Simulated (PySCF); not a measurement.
# C3H6GeN2O (SMILES C[N](C=O)[GeH2][C]#N): what the fields show

Input file:

```
{"job": {"kind": "uv", "xc": "PBE0", "basis": "def2-SVPD", "nstates": 8, "ntriplets": 3}, "charge": 0, "multiplicity": 1}
C     -0.808047    -0.838714     0.970523
N     -0.464738    -0.137963    -0.257219
C     -1.473691     0.251704    -1.071367
O     -2.646533     0.070985    -0.886220
Ge     1.306835     0.158597    -0.635776
C      2.007177     1.188144     0.828523
N      2.421472     1.794725     1.705627
H     -1.892409    -0.929895     1.021075
H     -0.357242    -1.833778     0.976639
H     -0.447774    -0.280016     1.837164
H     -1.081625     0.775147    -1.969435
H      1.399048     0.939029    -1.907701
H      2.033138    -1.157476    -0.629562
```

Command:

```sh
OMP_NUM_THREADS=1 python probes_run.py task.json out
```

Geometry: GFN2-xTB.

Computed with PySCF 2.14.0, PBE0/def2-SVPD, SCF density, gas phase.

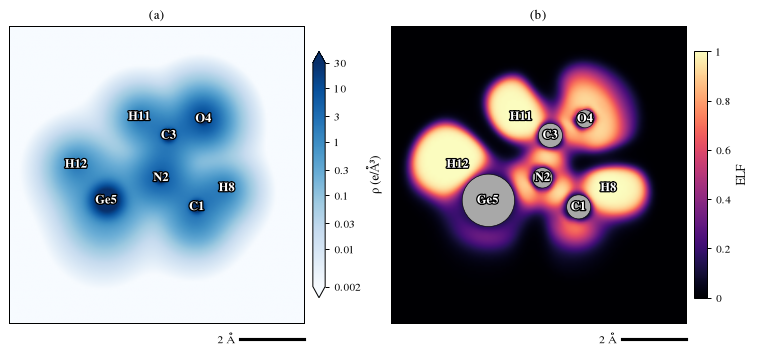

Figure 1. (a) total electron density; (b) ELF on the plane of atoms C1, N2 and C3. Grey discs cover the atomic cores in the ELF map.

**What do the fields say about this system?**

Atoms in the plane: C, N, O, Ge and H. C–O (1.20 Å): the density is about 3.4 e/Å³ at the midpoint; the ELF peaks at about 0.90 between the atoms (a short, multiple covalent bond). Ge–N (1.84 Å): ρ at the midpoint is about 0.97 e/Å³; the ELF peaks at about 0.90 in the valence shell of N, 0.6 Å from its nucleus, and is about 0.50 at the midpoint. C–H (1.09 Å): ρ at the midpoint is about 2 e/Å³; the ELF climbs to about 1 towards the hydrogen, as it does in any bond to H; an ordinary covalent bond to hydrogen. Ge–H (1.50 Å): ρ is about 1.2 e/Å³ halfway; the ELF climbs to about 1 towards the hydrogen. The ELF also peaks beside O4, away from the bonds: lone-pair regions.

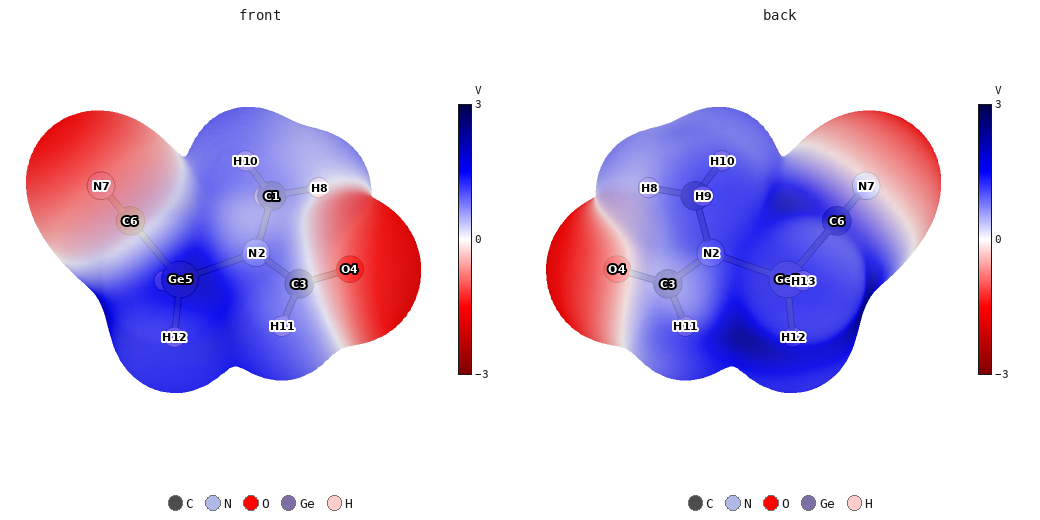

Figure 2. The molecular electrostatic potential painted on the density surface at 0.002 e/bohr³, seen from the front and from behind; the colour scale runs from red (negative) to blue (positive).

**Where is the surface potential most negative and most positive?**

The most negative region (about −1.8 V) lies over O4, the most positive (about +2.4 V) over Ge5. O4 is the likeliest acceptor of a hydrogen bond.
